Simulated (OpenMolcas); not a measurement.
# Run report: NF3 (charge −1), single-point calculation (part 1 of 2)

NF3, charge −1, multiplicity 2, computed with O3LYP/ANO-RCC-VDZ, UKS, DKH2 (OpenMolcas 26.06).

The geometry is that of the parent species in another charge or spin state. The geometry comes from this level: PBE0-D4/def2-TZVP.

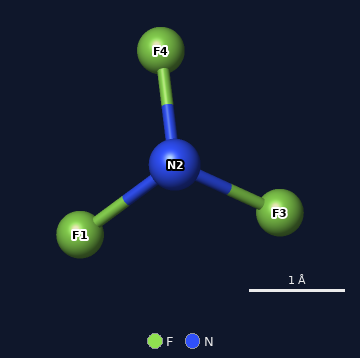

**Figure 1.** The structure (ball-and-stick view, seen at a tilt; atoms are numbered from 1 in the order of the input). Bond lengths as drawn: F–N 1.36 Å.

## Summary

| quantity | value |
| --- | --- |
| outcome | converged |
| total energy | −354.224181 hartree |
| basis functions | 36 |
| ⟨S²⟩ | 0.752 |
| hardware | 1 thread of Arm Neoverse V1, 24 GiB of memory available, shared host |
| wall time | 3.9 s |
| peak memory | 0.38 GiB |

## The input
```
&GATEWAY
 Coord
 4
 bohr
 F      1.16031074     0.00064251     2.01620549
 N      0.66786701    -0.14012319    -0.50313958
 F     -1.20239494    -1.90199045    -0.59004809
 F     -0.62578281     2.04149003    -0.92301783
 Basis=ANO-RCC-VDZ
 Group=NoSym

&SEWARD
 GridInput
 Grid=Coarse
 End of Grid

&SCF
 UHF
 Charge=-1
 Spin=2
 KSDFT=O3LYP
 PrOrbitals=1 1
```

Command:
```bash
export MOLCAS_MEM=1860
pymolcas job.input > job.log
```

## What the program printed
```
--- Start Module: gateway ---

                                              &GATEWAY

                       available to each process: 1.9 GB of memory, 1 thread

++    Symmetry information:
      ---------------------

                    Character Table for C1

                             E
                    a        1  x, y, xy, Rz, z, xz, Ry, yz, Rx, I
--

++    Basis set information:
      ----------------------

      Basis set label: F.ANO-RCC...3S2P.

      Electronic valence basis set:
      ------------------
      Associated Effective Charge   9.000000 au
      Associated Actual Charge      9.000000 au
      Nuclear Model: Point charge

      Shell  nPrim  nBasis  Cartesian Spherical Contaminant
         s      14       3        X
         p       9       2        X

      Basis set label: N.ANO-RCC...3S2P.

      Electronic valence basis set:
      ------------------
      Associated Effective Charge   7.000000 au
      Associated Actual Charge      7.000000 au
      Nuclear Model: Point charge

      Shell  nPrim  nBasis  Cartesian Spherical Contaminant
         s      14       3        X
         p       9       2        X

      Basis set label: F.ANO-RCC...3S2P.

      Electronic valence basis set:
      ------------------
      Associated Effective Charge   9.000000 au
      Associated Actual Charge      9.000000 au
      Nuclear Model: Point charge

      Shell  nPrim  nBasis  Cartesian Spherical Contaminant
         s      14       3        X
         p       9       2        X
--

++    Molecular structure info:
      -------------------------

                    ************************************************
                    **** Cartesian Coordinates / bohr, angstrom ****
                    ************************************************

     Center  Label                x              y              z                     x              y              z
        1      F1               1.160311       0.000643       2.016205              0.614010       0.000340       1.066930
        2      N2               0.667867      -0.140123      -0.503140              0.353420      -0.074150      -0.266250
        3      F3              -1.202395      -1.901990      -0.590048             -0.636280      -1.006490      -0.312240
        4      F4              -0.625783       2.041490      -0.923018             -0.331150       1.080310      -0.488440

                    ***************************************
                    *    InterNuclear Distances / bohr    *
                    ***************************************

               1 F1            2 N2            3 F3            4 F4
    1 F1       0.000000
    2 N2       2.570878        0.000000
    3 F3       3.999368        2.570916        0.000000
    4 F4       3.999278        2.570849        3.999299        0.000000

                    *******************************************
                    *    InterNuclear Distances / angstrom    *
                    *******************************************

               1 F1            2 N2            3 F3            4 F4
    1 F1       0.000000
    2 N2       1.360450        0.000000
    3 F3       2.116375        1.360470        0.000000
    4 F4       2.116327        1.360435        2.116338        0.000000

                    **************************************
                    *    Valence Bond Angles / degree    *
                    **************************************
                          Atom centers                 Phi
                      1 F1       2 N2       3 F3       102.12
                      1 F1       2 N2       4 F4       102.12
                      3 F3       2 N2       4 F4       102.12
--

            Nuclear Potential Energy            134.27605956 au

--- Stop Module: gateway /rc=_RC_ALL_IS_WELL_ ---

--- Start Module: seward ---

                                              &SEWARD

                       available to each process: 1.9 GB of memory, 1 thread

               SEWARD will generate:
                  Multipole Moment integrals up to order  2
                  Kinetic Energy integrals
                  Nuclear Attraction integrals (point charge)
                  One-Electron Hamiltonian integrals
                  Velocity integrals
                  Relativistic Douglas-Kroll-Hess integrals:
                    - Parametrization         : EXP
                    - DKH order of Hamiltonian: 2
                    - DKH order of Properties : 0
                         - multipole moment operators
                         - electric potential operators
                         - contact operators
                  Orbital angular momentum around ( -0.0470   0.0099   0.0354 )
                  Velocity quadrupole around ( -0.0470   0.0099   0.0354 )
                  Atomic mean-field integrals
                  Two-Electron Repulsion integrals

                   Integrals are discarded if absolute value <: 1.00E-14
                   Integral cutoff threshold is set to       <: 1.00E-16

            Nuclear Potential Energy            134.27605956 au

      Basis set specifications :
      Symmetry species         a
      Basis functions           36

--- Stop Module: seward /rc=_RC_ALL_IS_WELL_ ---
--- Module seward spent 1 second ---

--- Start Module: scf ---

                                                &SCF

                       available to each process: 1.9 GB of memory, 1 thread

++    Input section:
      --------------

      Header of the integral files:

      Cartesian coordinates in angstrom:
      -----------------------------------------------------
      No.  Label        X            Y            Z
      -----------------------------------------------------
       1   F1         0.61401000   0.00034000   1.06693000
       2   N2         0.35342000  -0.07415000  -0.26625000
       3   F3        -0.63628000  -1.00649000  -0.31224000
       4   F4        -0.33115000   1.08031000  -0.48844000
      -----------------------------------------------------
      Nuclear repulsion energy =  134.27605956
--

++    Orbital specifications:
      -----------------------

      Symmetry species               1
                                     a
      Frozen orbitals                0
      Start temperature = 0.500
      End temperature   = 0.010
      Temperature Factor= 0.460
      Deleted orbitals               0
      Total number of orbitals      36
      Number of basis functions     36
--

      Molecular charge                          -1.000

      Numerical integration parameters
      --------------------------------
      Radial quadrature type:                         MHL
      Size of radial grid:                            35
      Lebedev angular grid:                           17
      Angular grid pruned with the crowding factor:  9.00E-01
                                 and fading factor:  3.00E+00
      Screening threshold for integral computation:   1.00E-11
      Radial quadrature accuracy:                     1.00E-25
      Maximum batch size:                             128
      AO values are stored on disk
      The same grid will be used for all iterations.

      DFT functional specifications
      -----------------------------
      Using Libxc version: 6.2.2
      Please cite the following reference:
      S. Lehtola, C. Steigemann, M. J.T. Oliveira, and M. A.L. Marques.,  SoftwareX 7, 1–5 (2018) doi:10.1016/j.softx.2017.11.002

      * O3LYP
        - W.-M. Hoe, A. J. Cohen, and N. C. Handy.,  Chem. Phys. Lett. 341, 319–328 (2001) doi:10.1016/S0009-2614(01)00581-4
        - A. J. Cohen and N. C. Handy.,  Mol. Phys. 99, 607 (2001) doi:10.1080/00268970010023435

++    Optimization specifications:
      ----------------------------

      SCF Algorithm: Conventional USCF
      D(i)-D(i-1) density differences are used
      Number of density matrices in core                 5
      Maximum number of NDDO SCF iterations            400
      Maximum number of HF SCF iterations              400
      Threshold for SCF energy change             1.00E-09
      Threshold for density matrix                1.00E-04
      Threshold for Fock matrix                   1.50E-04
      Threshold for linear dependence             1.00E-09
      Threshold at which DIIS is turned on        1.50E-01
      Maximum depth in the DIIS procedure                5
      Maximum depth in the BFGS Hessian update          30
      Threshold at which QNR/C2DIIS is turned on  7.50E-02
      Threshold for Norm(delta) (QNR/C2DIIS)      1.00E-03
      All orbitals punched on: UHFORB
--

      Input vectors read from INPORB
      Orbital file label: *Guess orbitals

++ Convergence information
                               UHF O3LYP      iterations: Energy and convergence statistics

Iter     Tot. O3LYP      One-elec.       Two-elec.     Energy      Max Dij or  Max Fij      DNorm      TNorm      AccCon     Time
         Energy          Energy          Energy        Change      Delta Norm                                                in Sec.
   1  -351.855036334  -808.829400665   322.698304769   0.00E+00    6.27E-01*   3.92E-01*    9.59E+00   1.05E+02   None         0.
   2  -350.089997900  -784.103424044   299.737366582   1.77E+00*   3.45E-01*   1.00E-01*    7.31E+00   1.01E+02   EDIIS        0.
   3  -353.348253408  -798.310162730   310.685849761  -3.26E+00*   7.49E-01*   2.63E-01*    3.86E+00   1.03E+02   EDIIS        0.
   4  -352.031470492  -805.951798847   319.644268794   1.32E+00*   1.01E-01*   1.96E-01*    4.98E+00   1.05E+02   EDIIS        0.
   5  -354.178865025  -805.415209373   316.960284786  -2.15E+00*   1.60E-01*   5.82E-02*    2.61E+00   1.04E+02   EDIIS        0.
   6  -354.164099065  -801.234216428   312.794057802   1.48E-02*   1.78E-02*   3.41E-02*    3.33E+00   1.03E+02   EDIIS        0.
   7  -354.213956867  -803.184046572   314.694030143  -4.99E-02*   2.71E-02*   1.35E-02*    3.30E+00   1.04E+02   EDIIS        0.
   8  -354.222977575  -804.204697958   315.705660821  -9.02E-03*   5.23E-02*   1.07E-02*    1.47E+00   1.04E+02   EDIIS        0.
   9  -354.221537564  -802.884165628   314.386568502   1.44E-03*   1.38E-02*   5.22E-03*    3.93E-01   1.04E+02   EDIIS        0.

       Fermi aufbau procedure completed!
      nOcc(alpha)=   18
      nOcc(beta) =   17
```
